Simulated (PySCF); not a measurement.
# Run report: MoCl₃, frequency calculation

- system: MoCl₃, multiplicity 2
- method: UKS-based PBE0, Mo def2-TZVP with ECP28, Cl def2-TZVP; non-relativistic Hamiltonian with a scalar-relativistic core potential; density fitting (PySCF 2.14.0)

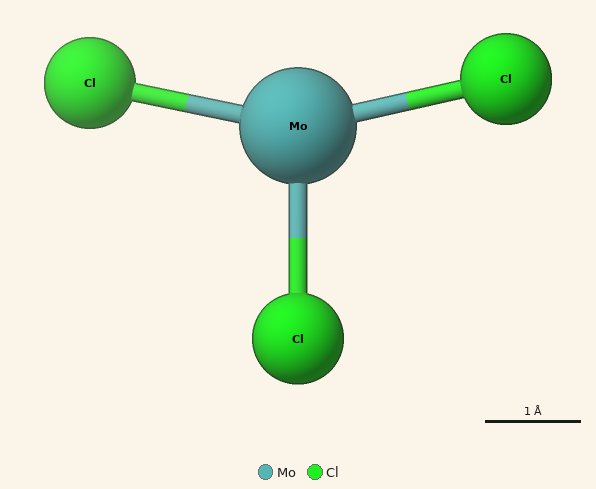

Fig. 1: The input geometry (ball-and-stick view, seen on its broad side). Sticks mark near contacts. Bond lengths as drawn: Cl–Mo 2.24 to 2.25 Å.

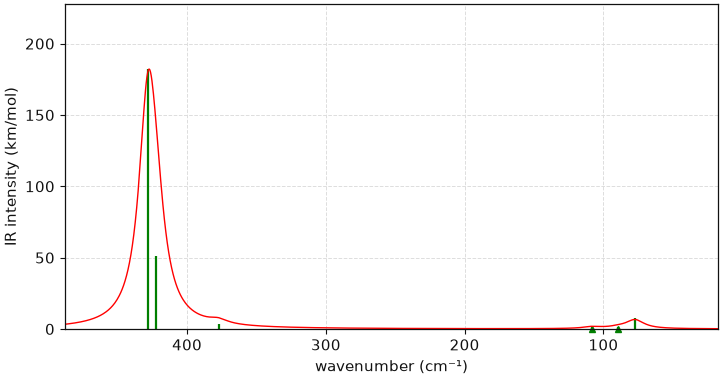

Fig. 2: Harmonic infrared spectrum, unscaled: sticks (degenerate modes added up, dark ones marked on the axis) with a Lorentzian envelope of 16 cm⁻¹ full width, scaled to the tallest stick. 6 modes from 77 to 428 cm⁻¹, none imaginary. The strongest line is at 428 cm⁻¹ (182 km/mol). All modes, in cm⁻¹ (km/mol): 77 (7.4), 89 (1.1), 108 (1.5), 377 (3.5), 422 (51), 428 (182).

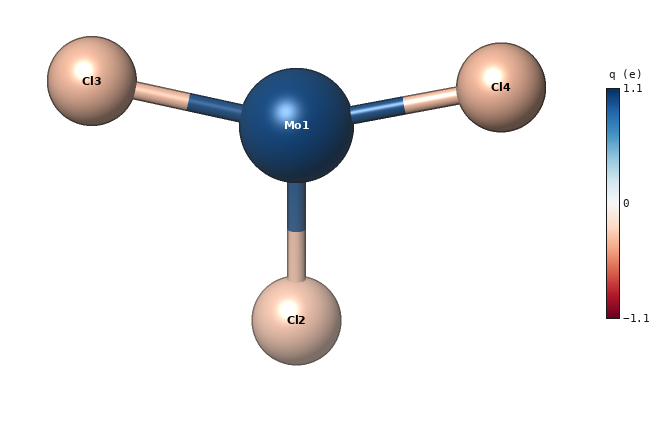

Fig. 3: Mulliken charges, as the colour of each atom (ball-and-stick view, seen at a tilt; atoms are numbered from 1 in the order of the input; Mulliken charges depend strongly on the basis). By element: Mo +1.01 and Cl −0.34 to −0.33 e.

The input and output of the run follow.

Input file:
```python
from pyscf import gto, scf, dft
mol = gto.M(atom='''
Mo     0.000000     0.000000    -0.223079
Cl     0.000000     0.000000     2.021729
Cl     2.203778     0.000000    -0.698572
Cl    -2.203778     0.000000    -0.698572''',
    basis={'Mo': 'def2-TZVP', 'Cl': 'def2-TZVP'},
    ecp={'Mo': 'def2-TZVP'},
    charge=0, spin=1)
mf = dft.UKS(mol, xc='PBE0')
mf.grids.atom_grid = (75, 302)
aux = {'Mo': 'def2-universal-JKFIT', 'Cl': 'def2-universal-JKFIT'}
mf = mf.density_fit(auxbasis=aux)
mf.conv_tol = 1e-09
mf.diis_space = 10
mf.max_cycle = 60
mf.verbose = 4
mf.kernel()
```

The script is an equivalent of the set-up of the self-consistent field. The run itself was carried out by a driver, which started from the orbitals of the step before it where there was one and computed the further properties.

Launch command:
```bash
OMP_NUM_THREADS=4 python axn.py task.json out
```

The program's output:
```
init E= -1448.46812609829
  alpha nocc = 33  HOMO = -0.271812817191118  LUMO = -0.134157406462362
  beta  nocc = 32  HOMO = -0.225410763561703  LUMO = -0.143362091637202
  HOMO = -0.225410763562  LUMO = -0.143362091637  gap/eV = 2.23266
cycle= 1 E= -1448.4681260979  delta_E= 3.94e-10  |g|= 2.96e-05  |ddm|= 2.84e-05
  alpha nocc = 33  HOMO = -0.271801992569477  LUMO = -0.134143076899382
  beta  nocc = 32  HOMO = -0.225399686935721  LUMO = -0.143348267755264
  HOMO = -0.225399686936  LUMO = -0.143348267755  gap/eV = 2.23273
cycle= 2 E= -1448.46812609515  delta_E= 2.75e-09  |g|= 7.84e-05  |ddm|= 7.53e-05
  alpha nocc = 33  HOMO = -0.271809877651702  LUMO = -0.134153470360099
  beta  nocc = 32  HOMO = -0.225407714080969  LUMO = -0.143358268271895
  HOMO = -0.225407714081  LUMO = -0.143358268272  gap/eV = 2.23268
cycle= 3 E= -1448.46812609836  delta_E= -3.21e-09  |g|= 3.86e-07  |ddm|= 5.46e-05
  alpha nocc = 33  HOMO = -0.271809859399754  LUMO = -0.134153477430403
  beta  nocc = 32  HOMO = -0.225407720666371  LUMO = -0.143358289885596
  HOMO = -0.225407720666  LUMO = -0.143358289886  gap/eV = 2.23268
cycle= 4 E= -1448.46812609835  delta_E= 4.55e-13  |g|= 5.89e-08  |ddm|= 3.7e-07
  alpha nocc = 33  HOMO = -0.271809875721559  LUMO = -0.134153487958986
  beta  nocc = 32  HOMO = -0.225407731944404  LUMO = -0.143358298356303
  HOMO = -0.225407731944  LUMO = -0.143358298356  gap/eV = 2.23268
Extra cycle  E= -1448.46812609836  delta_E= -1.14e-12  |g|= 6.39e-08  |ddm|= 1.3e-07
converged SCF energy = -1448.46812609836  <S^2> = 1.7595626  2S+1 = 2.8351808
```

Key numbers:

```tsv
quantity	value
outcome	converged
total energy	−1448.468126 hartree
⟨S²⟩	1.760
zero-point energy	0.003422 hartree
dipole moment	1.94 D
wavenumbers, lowest and highest	77 and 428 cm⁻¹
hardware	4 threads of Arm Neoverse V1, 112 GiB of memory available, shared host
wall time	2.2 min (CPU time 6.8 min)
peak memory	1.7 GiB
```

Remarks:

Checks after the run noted: spin contamination. ⟨S²⟩ is 1.76 against 0.75 for a pure state: the solution is spin-contaminated.
